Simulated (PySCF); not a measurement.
Molecule: SMILES CCCCB(F)F, singlet. Atoms near the plane z = 0.0 Å, at the GFN2-xTB optimised geometry (x, y, z in Å): B1 (1.4, -1.5, 0.0), F2 (0.9, -2.7, 0.0), F3 (2.7, -1.5, 0.0), C4 (0.6, -0.1, 0.0), C5 (-0.9, -0.3, 0.1), C6 (-1.7, 1.0, 0.2), H8 (0.9, 0.5, 0.8), H9 (0.8, 0.4, -0.9), H10 (-1.3, -0.9, -0.7), H11 (-1.1, -0.9, 1.0), H12 (-2.7, 0.8, 0.4), H13 (-1.3, 1.6, 1.0), H16 (-2.3, 2.7, -1.0).

Calculation: CAM-B3LYP/def2-TZVP run with PySCF 2.14.0. Cells within 0.4 Å of a nucleus heavier than hydrogen are left out (blank, or x). The values are rescaled to run from 0 to 1.

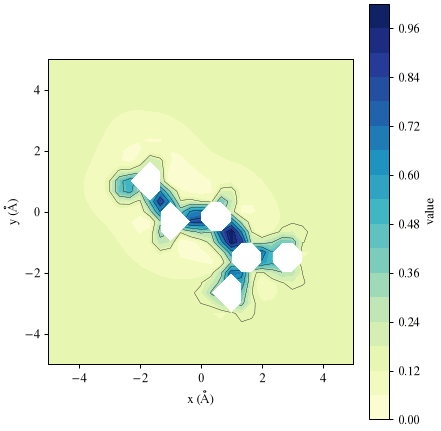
Fig. 1. a field on the plane z = 0.0 Å.

Problem. Which quantity is mapped?
(A) an orbital amplitude
(B) electron localisation function
(C) Laplacian of the electron density
(D) deformation density (molecule minus spherical neutral atoms)

Solution. D, deformation density (molecule minus spherical neutral atoms). In full: deformation density (molecule minus spherical neutral atoms) (e/bohr³).
